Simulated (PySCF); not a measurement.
# CH3ClGa (SMILES [CH3][Ga][Cl]) at UPBE/def2-SVPD

What is the vertical ionisation energy of CH3ClGa at UPBE/def2-SVPD? 

The results are computed with PySCF 2.14.0.

## (1) The structure to begin with

The species is CH3ClGa (6 atoms), meant as a doublet with charge 0. As SMILES, `[CH3][Ga][Cl]`. Geometry: relaxed at PBE0-D4/def2-TZVP.

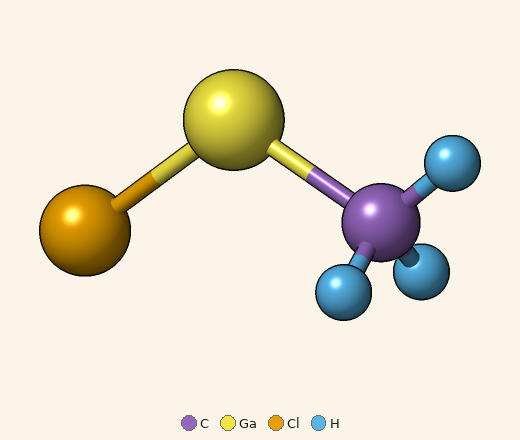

Viewed from a chosen angle; carbon purple, gallium yellow, chlorine amber, hydrogen blue.

## (2) A single-point energy at UPBE/def2-SVPD

Input file run.py:

```python
from pyscf import gto, dft

molecule = gto.M(
    atom='''
C       -0.431500       0.474800      -0.328300
Ga       0.371800      -0.376700       1.294500
Cl       1.780700      -1.989900       0.868900
H       -0.944300      -0.310800      -0.887300
H        0.391000       0.868200      -0.929500
H       -1.125500       1.270500      -0.064400
''',
    basis='def2-svpd',
    max_memory=1860,
    charge=0,
    spin=1,
    verbose=3,
)

mf = dft.UKS(molecule, xc='pbe')
mf.grids.level = 4
mf.conv_tol = 1e-10
mf.kernel()
if not mf.converged:
    mf = mf.newton().run(mf.mo_coeff, mf.mo_occ)

e_tot = mf.e_tot
print('Final energy', e_tot)
```

The run is started by

```
$ OMP_NUM_THREADS=1 python run.py
```

The program printed:

```text
WARN: HOMO -0.176929637750587 >= LUMO -0.176929637750586

converged SCF energy = -2424.0418581342  <S^2> = 0.75216703  2S+1 = 2.0021659
Final energy -2424.041858134204
```

It took 29 s on 1 thread of Arm Neoverse V1, shared host; peak memory 0.59 GiB.

## (3) The singlet cation, same level

Input file input.py:

```python
from pyscf import gto, dft

system = gto.Mole()
system.atom = '''
C   -0.431500   0.474800  -0.328300
Ga   0.371800  -0.376700   1.294500
Cl   1.780700  -1.989900   0.868900
H   -0.944300  -0.310800  -0.887300
H    0.391000   0.868200  -0.929500
H   -1.125500   1.270500  -0.064400
'''
system.verbose = 3
system.max_memory = 1860
system.basis = 'def2-svpd'
system.spin = 0
system.charge = 1
system.build()

ks = dft.RKS(system)
ks.xc = 'pbe'
ks.conv_tol = 1e-10
ks.grids.level = 4
ks.kernel()
if not ks.converged:
    ks = ks.newton().run(ks.mo_coeff, ks.mo_occ)

etot = ks.e_tot
print('Final energy', etot)
```

The run is started by

```
$ OMP_NUM_THREADS=1 python input.py
```

The program printed:

```text
converged SCF energy = -2423.74792560223
Final energy -2423.747925602225
```

Wall time 16 s (1 thread of Arm Neoverse V1, shared host); peak memory 0.57 GiB.

## (4) Summary of results

At UPBE/def2-SVPD:

```
                                           quantity           value
                      doublet CH3ClGa: total energy  -2424.04186 Eh
                     doublet CH3ClGa: dipole moment          2.65 D
doublet CH3ClGa: HOMO energy (highest over α and β)        -4.99 eV
 doublet CH3ClGa: LUMO energy (lowest over α and β)        -3.87 eV
                              doublet CH3ClGa: ⟨S²⟩           0.752
                       singlet cation: total energy  -2423.74793 Eh
                        singlet cation: HOMO energy       -13.35 eV
                        singlet cation: LUMO energy       -10.97 eV
                      singlet cation: HOMO–LUMO gap         2.37 eV
 vertical ionisation energy (to the singlet cation)        7.998 eV
```

Removing an electron at fixed nuclei costs 8.00 eV (772 kJ/mol). Only the singlet of the ionised species was computed; a triplet could lie lower. Mulliken charges (doublet CH3ClGa) run from -0.57 on Cl3 to +0.63 on Ga2; in a basis this large or diffuse they mean little.
